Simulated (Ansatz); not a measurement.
CS$_{2}$: several calculations on one system

**1. Relaxation**

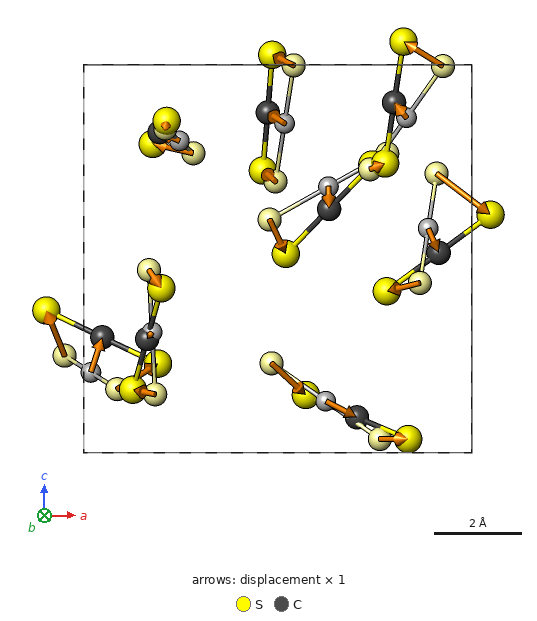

A relaxation of an amorphous cell of composition CS2. The starting structure is drawn faded, the final one solid; orange arrows show the displacements, at their true length.

Style: ball-and-stick. Shown: the cell of the calculation, along the b axis.

The cell holds 8 CS2. The run prepares the start of a later molecular dynamics calculation, from a guessed geometry.

These are results of DFT r2SCAN-D3(BJ), scalar-relativistic, plane waves, PAW in Ansatz, not measurements. (plane-wave cutoff 500 eV; k-point mesh 1 × 1 × 1; occupations fermi dirac; smearing width 0.02 eV; no spin polarisation; atoms relaxed in a fixed cell; force threshold 0.3 eV/Å; at most 15 steps)

### Atoms of which element are displaced furthest, and by how much?

Sulfur: up to 1.63 Å, against 0.85 Å for carbon.

### What did the optimiser do to the structure, and how much energy did it gain?

Over 12 accepted moves (15 points after the start) the energy falls by 163 meV per atom. The largest force component goes from 2.4 to 0.14 eV/Å. 3 steps only repeated the SCF at the same geometry. The forces were under the threshold at step 7, but the run went on from there. The atom that moves furthest is an S atom (1.63 Å along [3 −1 −2]). Largest moves by element: S 1.63 Å, C 0.85 Å. The cell stays as it was. Among the contacts that change: S–S 2.813 → 3.844 Å, C–S 2.446 → 3.474 Å, S–S 2.840 → 3.836 Å, S–S 2.754 → 3.516 Å. The run took 4.4 min on 2 threads of Arm Neoverse V1, with other jobs on the host, peak memory 1.2 GiB.

Limits of the set-up: the program's low-accuracy preset was used.

**2. Dynamics**

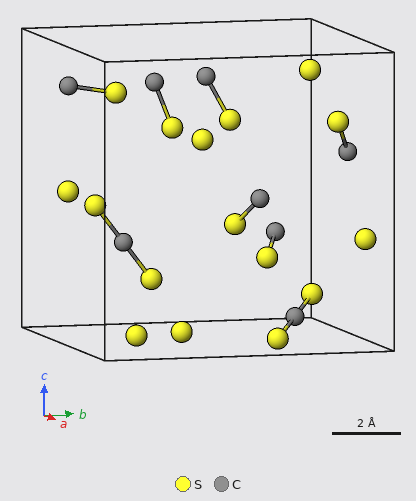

Starting frame of a dynamics run of a periodic cell with 8 CS2 at 1.405 g/cm³. Style: ball-and-stick. Shown: the simulation cell, slightly off an axis.

These are results of DFT r2SCAN-D3(BJ), scalar-relativistic, plane waves, PAW (Ansatz), not measurements.

Input file:
```yaml
accuracy: low
crystal:
  lattice:
    - [8.962809, 0.0, 0.0]
    - [0.0, 8.962809, 0.0]
    - [0.0, 0.0, 8.962809]
  atoms:
    - { symbol: S, position: [0.8362636, 0.64471275, 0.0352473] }
    - { symbol: C, position: [0.70440059, 0.74210719, 0.09134547] }
    - { symbol: S, position: [0.57252516, 0.83870875, 0.14901411] }
    - { symbol: S, position: [0.19989145, 0.19625464, 0.42402314] }
    - { symbol: C, position: [0.16344439, 0.30408871, 0.29327438] }
    - { symbol: S, position: [0.12677389, 0.41142188, 0.16247895] }
    - { symbol: S, position: [1.04868503, 0.61062852, 0.61366698] }
    - { symbol: C, position: [0.91510555, 0.56039478, 0.51530329] }
    - { symbol: S, position: [0.78125114, 0.51273047, 0.41635136] }
    - { symbol: S, position: [0.52083377, 1.01016233, 0.51270355] }
    - { symbol: C, position: [0.63248569, 0.94516282, 0.62842968] }
    - { symbol: S, position: [0.74379356, 0.87981237, 0.7430756] }
    - { symbol: S, position: [0.48585709, 0.41309038, 1.02579324] }
    - { symbol: C, position: [0.47438726, 0.50044316, 0.87710223] }
    - { symbol: S, position: [0.46162669, 0.58716203, 0.72746972] }
    - { symbol: S, position: [-0.09630689, 0.92845911, 0.36668771] }
    - { symbol: C, position: [0.04772419, 0.86281789, 0.29760005] }
    - { symbol: S, position: [0.19140994, 0.79345923, 0.22962774] }
    - { symbol: S, position: [0.2136813, -0.06485295, 0.85539363] }
    - { symbol: C, position: [0.19566199, 0.10494627, 0.82656438] }
    - { symbol: S, position: [0.17779005, 0.27419725, 0.79611321] }
    - { symbol: S, position: [0.82417537, 0.15964623, 1.05983512] }
    - { symbol: C, position: [0.79994777, 0.22883771, 0.90296199] }
    - { symbol: S, position: [0.7769228, 0.29691598, 0.74571186] }
basis:
  ecutwfc: 500.0
kpoints:
  mp_grid: { grid: [1, 1, 1] }
hamiltonian:
  xc: r2scan
  dispersion: d3bj
scf:
  occupations: { method: fermi_dirac, width: 0.02 }
  lower_state_search: "off"
md:
  timestep: 1.5
  n_steps: 40
  ensemble: nvt_langevin
  temperature: 700.0
  initial_velocities: maxwell_boltzmann
  seed: 195073
  friction: 0.02
```

Launched with:
```bash
ansatz run input.yaml --threads 2 --pin off --max-ram 5120MiB --backend cpu --events-out ev --progress --plain --runs-dir out
```

Question: What does the trajectory do?

Answer: The mean temperature in the second half is 631 K (standard deviation 77 K). The potential energy is still drifting at the end, so the run hasn't reached equilibrium. The potential energy in the second half lies on average 38.5 meV per atom above the first frame. In the second half of the run the atoms are, in the root-mean-square, this far from where they began (common drift taken out): S 0.21 Å, C 0.19 Å. The heavy atoms stay within a fraction of a molecule's size of their starting places; so short a run doesn't tell a liquid from a solid.

Along the run (each row but the first and the last is the mean over the interval that it begins):

| time (fs) | potential energy (meV/atom) | T (K) |
| --- | --- | --- |
| 0.0 | 0.0 | 671 |
| 9.0 | 38.0 | 514 |
| 18.0 | 44.0 | 516 |
| 27.0 | 39.8 | 591 |
| 36.0 | 31.8 | 713 |
| 45.0 | 38.4 | 630 |
| 54.0 | 34.9 | 662 |

The paths of the atoms, magnified 2 times:

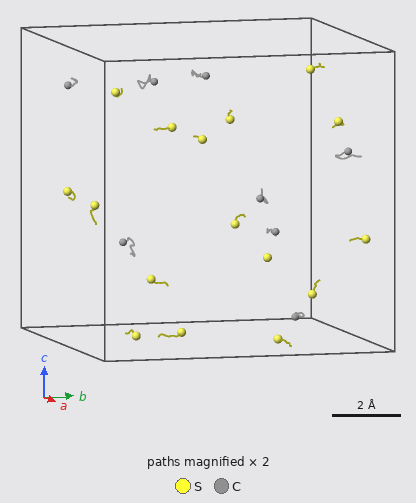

Limits of the set-up: the program's low-accuracy preset was used.

Cost: 13 min on 2 threads of Arm Neoverse V1 (shared host), peak memory 1.3 GiB.

**3. Dynamics**

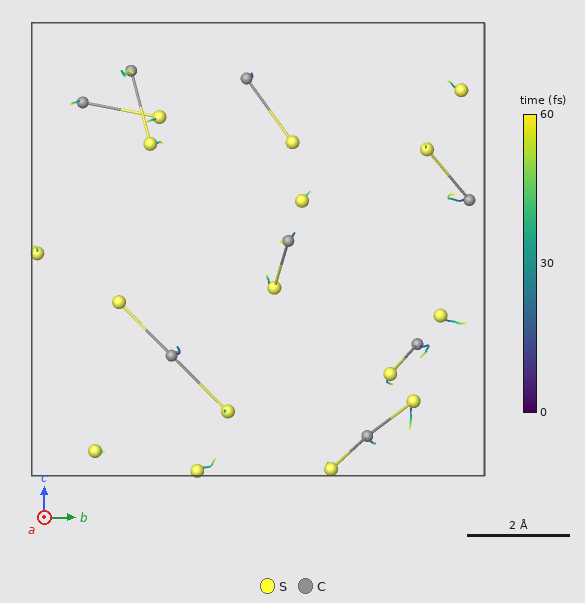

Molecular dynamics of a periodic cell with 8 CS2 at 1.405 g/cm³, 60 fs long. It starts from the last geometry of an earlier run, with fresh velocities. Lines trace each atom's path, coloured by time; spheres stand at the starting positions. Seen along the a axis in the simulation cell.

The calculation used DFT r2SCAN-D3(BJ), scalar-relativistic, plane waves, PAW (Ansatz 0.2.0). Set-up: plane-wave cutoff 500 eV; k-point mesh 1 × 1 × 1; Fermi-Dirac smearing 0.02 eV; low-accuracy preset; constant energy (NVE); velocities drawn for 700 K; time step 1 fs.

Describe the motion.

Root-mean-square distances from the starting positions over the second half, with the common drift of all atoms taken out: C 0.29 Å, S 0.27 Å. The heavy atoms stay within a fraction of a molecule's size of their starting places; so short a run doesn't tell a liquid from a solid. The mean temperature in the second half is 691 K (standard deviation 61 K). The potential energy in the second half lies on average 1.0 meV per atom above the first frame. The total energy stays between −0.34 and 0.15 meV per atom of its start. A straight-line fit has a slope that amounts to −0.032 meV per atom over 60 fs (under 0.1 % of the mean kinetic energy), and the ripple about it is 2.0 % of the kinetic energy's fluctuation. With a drift under 2 % and a ripple under 7 %, the integration is accurate.

Limits of the set-up: the program's low-accuracy preset was used.
